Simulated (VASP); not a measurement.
Band structure of SrCl2 (fluorite). Level of theory: RPBE GGA, VASP's PBE PAW potentials (set 64) (plane waves; VASP).

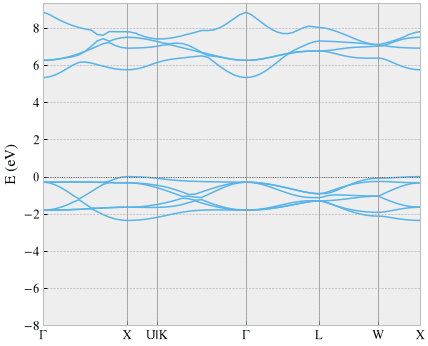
Figure. Bands along high-symmetry lines, zero at the valence-band maximum or, without a gap, the Fermi level

Problem. Read the plot: is there a gap, and where are the band edges?

Solution. The gap is indirect, 5.33 eV, from the valence maximum at X to the conduction minimum at Γ. (Edges off the drawn lines would not show.)

Measured: gap 7.50 eV (computed value off by -2.17 eV), as given by Andrés Aguado et al., Journal of the Physical Society of Japan (1999), arXiv:cond-mat/9901145.

The compound is SrCl2 in the fluorite structure. It was relaxed first, which changed the volume by +9 %.
